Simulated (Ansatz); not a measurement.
AlH2O···CH4 (doublet)

Input file:

```
crystal:
  periodic: [false, false, false]
  atoms:
    - { symbol: Al, position_ang: [0.009736, -0.693316, -0.502276] }
    - { symbol: H, position_ang: [0.205691, -0.053461, 2.180722] }
    - { symbol: H, position_ang: [1.217749, 0.34914, -0.462117] }
    - { symbol: O, position_ang: [-1.517361, -0.052085, -0.904837] }
    - { symbol: H, position_ang: [-2.301571, -0.571117, -0.985753] }
    - { symbol: C, position_ang: [0.068314, 0.02286, 3.26679] }
    - { symbol: H, position_ang: [-0.492183, -0.832539, 3.624531] }
    - { symbol: H, position_ang: [1.040682, 0.048999, 3.744016] }
    - { symbol: H, position_ang: [-0.472656, 0.93472, 3.488923] }
magnetization:
  spin_polarized: true
  initial_magnetization: 1
basis:
  gaussian: { orbitals: "6-31G*" }
hamiltonian:
  xc: hf
relax:
  f_tol: 0.03
  max_steps: 50
output:
  orbitals: {}
```

Run with:

```sh
ansatz run input.yaml --threads 1 --pin off --max-ram 2048MiB --backend cpu --events-out ev --progress --plain --runs-dir out
```

The fields are those of the run's last geometry, not of the input's.

The calculation used UHF/6-31G* in Ansatz 0.2.0.

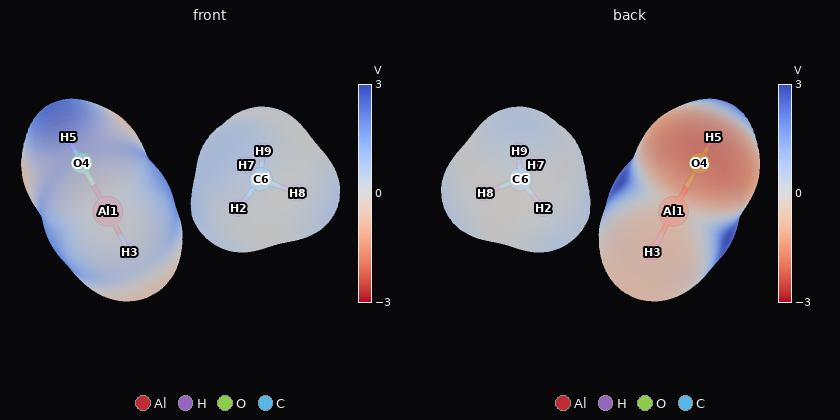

Figure 1. The electrostatic potential painted on the density surface at 0.002 e/bohr³, seen from the front and from behind; red is negative and blue positive.

### Where is the surface potential most negative and most positive?

The most negative region (about −1.9 V) lies over O4, the most positive (about +2.8 V) over Al1. O4 is the likeliest acceptor of a hydrogen bond.

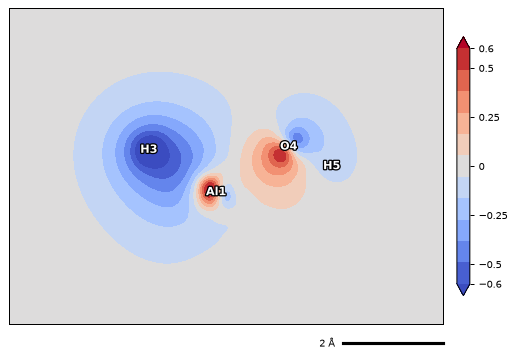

Figure 2. The HOMO (β) on the plane of atoms Al1, O4 and H5 (values in Å⁻³ᐟ²; the overall sign is arbitrary).

### What is the character of this orbital?

By Hirshfeld shares it lies mainly on H3 (about 50 %), Al1 (about 45 %) and O4 (about 10 %). Its energy is −12.29 eV.
